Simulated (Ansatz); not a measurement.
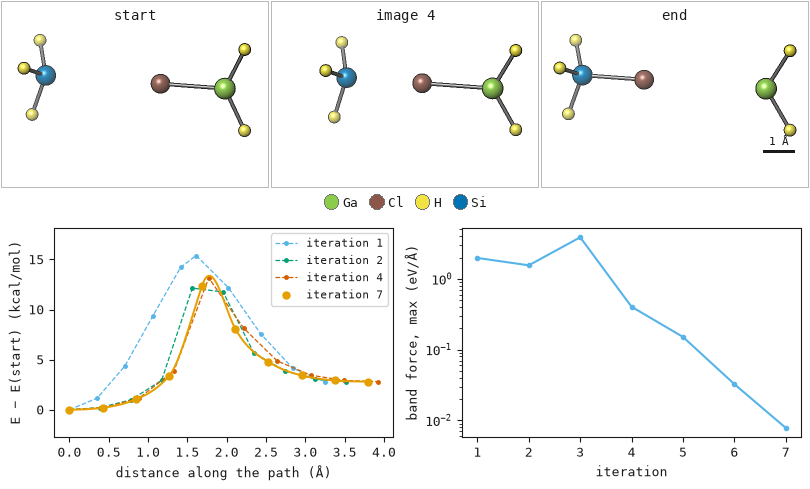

A search for the minimum-energy path of GaSiH5Cl (multiplicity 2), made up at the start of GaH$_{2}$Cl and SiH3 by the nudged elastic band. Images are numbered from 0 (start) to 9 (end). The plot follows the band through its iterations. A ball-and-stick model, seen from a free direction.

Theory: Ansatz 0.2.0, UKS PBE0/def2-SVP. Settings: 8 movable images; no climbing image; force threshold 0.03 eV/Å; iteration limit 60; starting path through a guess of the saddle point.

### Judge this run.

The run is converged, with reservations. The band converged in 7 iterations. The largest component of the band force went from 2 to 0.0078 eV/Å. No image climbed, so the highest image needn't lie on the saddle point, and the true maximum along this path can be higher. The first iteration put the highest image at 15.4 kcal/mol. The highest point, image 4, lies 12.4 kcal/mol above the start and 9.6 kcal/mol above the end; the end is at +2.8 kcal/mol relative to the start.

Limits of the set-up: the start holds two separate molecules, 3.8 Å apart at their closest, whose relative position is a soft coordinate and is computed without a dispersion correction.

Cost: 89 s on 4 threads of Intel(R) Xeon(R) CPU @ 2.60GHz (Ice Lake), with other jobs on the host, peak memory 0.34 GiB.
